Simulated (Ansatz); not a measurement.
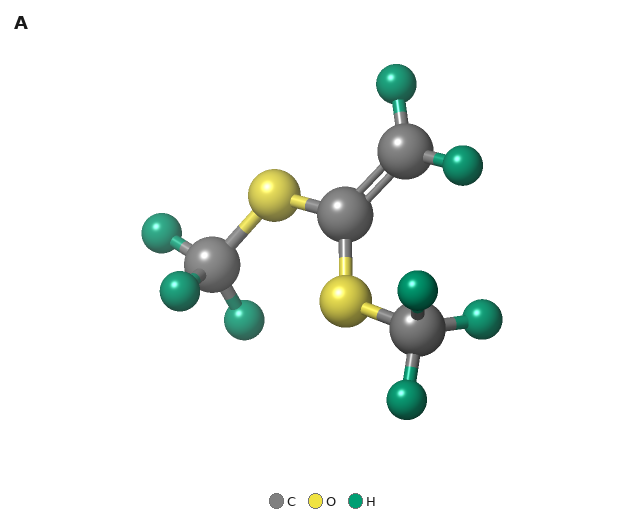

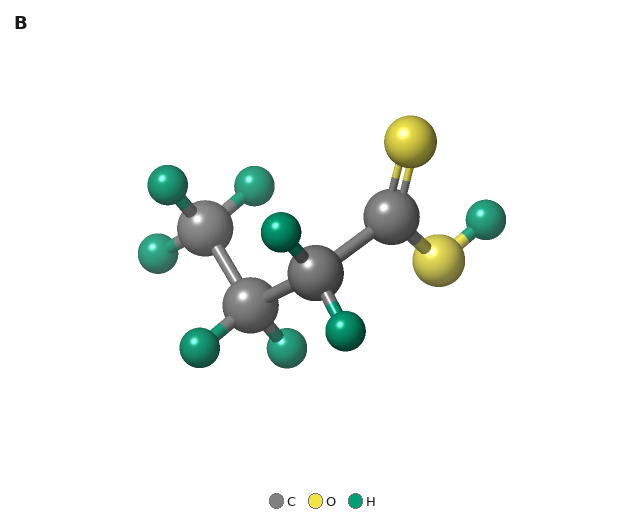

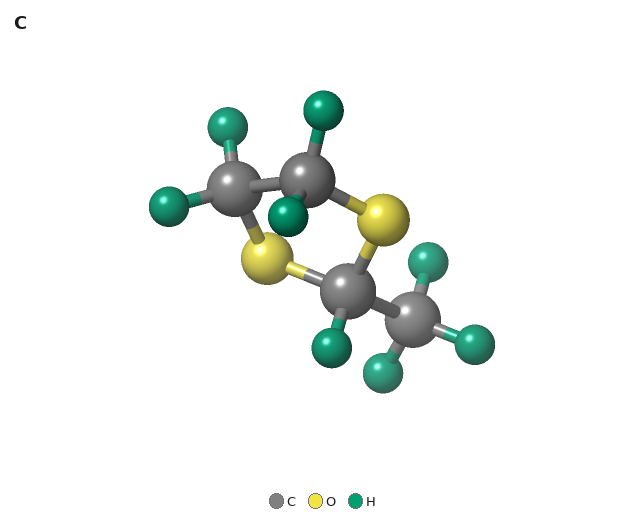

3 stationary structures of one formula. Geometries: PBE0-D4/def2-TZVP. Electronic energies: CCSD(T)/CBS (MP2 limit from def2-TZVPP and def2-QZVPP plus CCSD(T) − MP2) (Ansatz 0.2.0), without zero-point energy. No frequency run is at hand to confirm each as a minimum. Each is one conformer, not always the lowest.

### Which is lowest in energy, and by how much?

B is lowest; C lies 120.4 kJ/mol above it (a minimum), A lies 204.9 kJ/mol above it (a saddle point of order 1). A is `C=C(OC)OC`, B is `CCCC(=O)O`, C is `CC1OCCO1`.
